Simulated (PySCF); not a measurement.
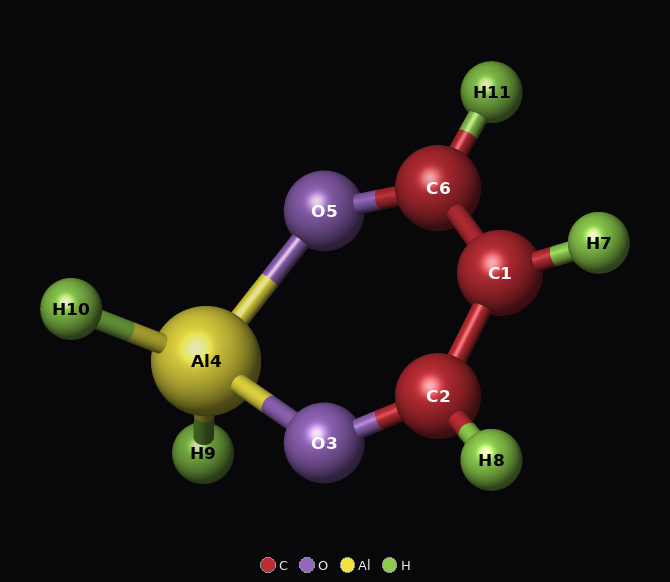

The computed structure is the end point of a PBE0-D3(BJ)/def2-SVP optimisation. No frequency run is at hand to confirm it as a minimum. Electric field gradients from the ground-state density, B3LYP/def2-TZVP (PySCF 2.14.0), non-relativistic apart from any core potentials.

Give the largest field-gradient component, the quadrupole coupling constant and the asymmetry for 17O at O3 (Q = −25.6 mb), 27Al at Al4 (Q = 146.6 mb), 2H at H7 (Q = 2.86 mb), 2H at H8 (Q = 2.86 mb).

```
atom  V_zz (a.u.)  e²qQ/h (MHz)     η
  O3       −1.308          7.87  0.65
 Al4       −0.735         −25.3  0.97
  H7        0.293         0.197  0.12
  H8        0.261         0.175  0.04
```
